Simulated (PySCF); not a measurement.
Ge(H)(F)2(Cl), SMILES [Cl][GeH]([F])[F] (HClF2Ge) at its PBE0/def2-SVP optimised geometry (Å):

```
5

Ge    -0.5302    -0.5942     0.0000
F      1.1882    -0.5942     0.0000
F     -0.9774    -1.3011    -1.5012
Cl    -1.1882     1.4214     0.0000
H     -1.0629    -1.4214     1.1598
```

Computed with PBE0/def2-TZVP (PySCF).

Map of the electrostatic potential (hartree/e), clipped to [-0.08, 0.12] on the plane z = 0.8 Å:

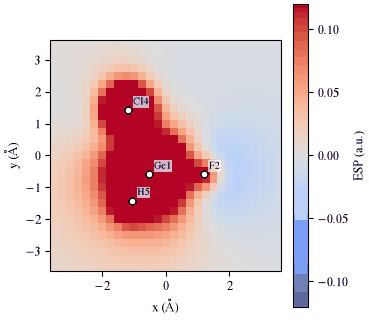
Fig. 1. Electrostatic potential (hartree/e), clipped to [-0.08, 0.12] on the plane z = 0.8 Å.
